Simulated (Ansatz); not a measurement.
# SnH3O2 (SMILES [OH][SnH][OH]) at UMP2/def2-SVPD (core potential)

What is the vertical doublet–quartet gap of SnH3O2 at UMP2/def2-SVPD (core potential)? 

The results are computed with Ansatz 0.2.0.

43 further runs of the same task are left out: 43 set aside as unsound or not needed.

### Step 1. The system as given

The species is SnH3O2 (6 atoms), meant as a doublet with charge 0. As SMILES, `[OH][SnH][OH]`. The shape is that of a PBE0-D4/def2-TZVP optimisation. This is one conformer, not always the lowest.

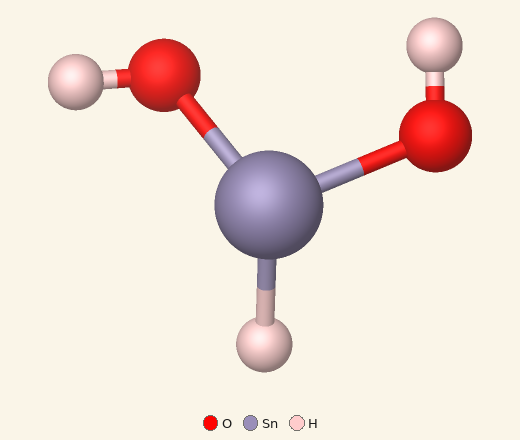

Viewed from a chosen angle; oxygen red, tin purple, hydrogen pink.

### Step 2. A single-point energy at UMP2/def2-SVPD (core potential)

run.yaml reads:

```yaml
crystal:
  periodic: [false, false, false]
  atoms:
    - {symbol: O, position_ang: [-1.248300, -0.684700, -0.233400]}
    - {symbol: Sn, position_ang: [0.417000, 0.302500, -0.639600]}
    - {symbol: O, position_ang: [1.413900, -0.038300, 1.016700]}
    - {symbol: H, position_ang: [-1.852000, -0.783400, -0.973600]}
    - {symbol: H, position_ang: [0.128600, 2.026100, -0.624300]}
    - {symbol: H, position_ang: [1.182700, -0.886000, 1.408100]}
basis:
  gaussian:
    orbitals: def2-SVPD
magnetization:
  spin_polarized: true
  initial_magnetization: 1
correlation:
  method: mp2
  frozen_orbitals: {H: 0, O: 1, Sn: 4}
accuracy: high
```

On the command line:

```
$ ansatz run run.yaml --threads 1 --pin off --max-ram 3480MiB --events-out events.jsonl --progress --plain --runs-dir runs
```

Log:

```text
Warning: RAYON_NUM_THREADS=1 ignored (pool sized by the plan → 1); use --threads N
Functional definition: HF
  name "HF"
  exchange = exact_x
  correlation = 0
2187 factors; integrals over basis functions are off by at most 3.0e-9 eV
mean field evaluation 1: about -9918.5300 eV, gradient 3.7e1 eV
mean field evaluation 2: about -9918.6195 eV, gradient 3.7e1 eV
mean field evaluation 4: about -9924.0615 eV, gradient 2.4e0 eV
mean field evaluation 8: about -9924.1677 eV, gradient 3.2e-1 eV
mean field evaluation 16: about -9924.1705 eV, gradient 1.6e-6 eV
mean field -9924.17047668 eV, -364.7065381736 hartree, gradient 3.9e-8 eV, S^2 0.763842; 0 other end points of the search recorded, 0 dependent functions left out
6 core orbitals not correlated: weight in the atoms' cores, before any rotation towards them, 1.000 or more for the frozen orbitals, at most 0.000 for the correlated occupied ones
reference -9924.17047668 eV, -364.7065381736 hartree; 15, 14 occupied and 81, 82 virtual orbitals, 2187 factors
second order -14.01242335 eV of doubles, -0.00000000 eV of singles
Total energy: -9938.18290002 eV, -365.2214852336 hartree
```

Wall time 6 s (1 thread of Arm Neoverse V1, shared host); peak memory 0.37 GiB.

### Step 3. The quartet, same level

input.yaml reads:

```yaml
crystal:
  periodic: [false, false, false]
  atoms:
    - {symbol: O, position_ang: [-1.248300, -0.684700, -0.233400]}
    - {symbol: Sn, position_ang: [0.417000, 0.302500, -0.639600]}
    - {symbol: O, position_ang: [1.413900, -0.038300, 1.016700]}
    - {symbol: H, position_ang: [-1.852000, -0.783400, -0.973600]}
    - {symbol: H, position_ang: [0.128600, 2.026100, -0.624300]}
    - {symbol: H, position_ang: [1.182700, -0.886000, 1.408100]}
basis:
  gaussian:
    orbitals: def2-SVPD
magnetization:
  spin_polarized: true
  initial_magnetization: 3
correlation:
  method: mp2
  frozen_orbitals: {H: 0, O: 1, Sn: 4}
accuracy: high
```

On the command line:

```
$ ansatz run input.yaml --threads 1 --pin off --max-ram 3480MiB --events-out events.jsonl --progress --plain --runs-dir runs
```

Log:

```text
Warning: RAYON_NUM_THREADS=1 ignored (pool sized by the plan → 1); use --threads N
[... 4 set-up lines as earlier in the session ...]
2187 factors; integrals over basis functions are off by at most 3.0e-9 eV
mean field evaluation 1: about -9911.6104 eV, gradient 3.1e1 eV
mean field evaluation 2: about -9911.7219 eV, gradient 3.1e1 eV
mean field evaluation 4: about -9917.0283 eV, gradient 4.1e0 eV
mean field evaluation 8: about -9918.2442 eV, gradient 1.2e0 eV
mean field evaluation 16: about -9918.5399 eV, gradient 5.8e-1 eV
mean field evaluation 32: about -9909.3341 eV, gradient 2.9e1 eV
mean field evaluation 64: about -9918.1746 eV, gradient 3.3e0 eV
mean field evaluation 96: about -9915.8372 eV, gradient 2.9e0 eV
mean field evaluation 128: about -9917.9343 eV, gradient 1.8e0 eV
mean field -9918.61853265 eV, -364.5025079938 hartree, gradient 2.2e-8 eV, S^2 3.766573; 10 other end points of the search recorded, 0 dependent functions left out
6 core orbitals not correlated: weight in the atoms' cores, before any rotation towards them, 1.000 or more for the frozen orbitals, at most 0.000 for the correlated occupied ones
reference -9918.61853265 eV, -364.5025079938 hartree; 16, 13 occupied and 80, 83 virtual orbitals, 2187 factors
second order -12.64467580 eV of doubles, -0.00000000 eV of singles
Total energy: -9931.26320845 eV, -364.9671912587 hartree
```

Run time: 17 s. Hardware: 1 thread of Arm Neoverse V1, shared host; peak memory 0.47 GiB.

### Step 4. Outcome

At UMP2/def2-SVPD (core potential), 6 core orbitals frozen:

```
                                            quantity          value
                               doublet: total energy  -365.22149 Eh
doublet: correlation energy (6 core orbitals frozen)     -514.9 mEh
          doublet: ⟨S²⟩ of the reference determinant          0.764
                               quartet: total energy  -364.96719 Eh
quartet: correlation energy (6 core orbitals frozen)     -464.7 mEh
          quartet: ⟨S²⟩ of the reference determinant          3.767
    vertical energy of the quartet above the doublet       6.920 eV
```

What this shows: At this shape the quartet lies 6.92 eV (668 kJ/mol) above the doublet.
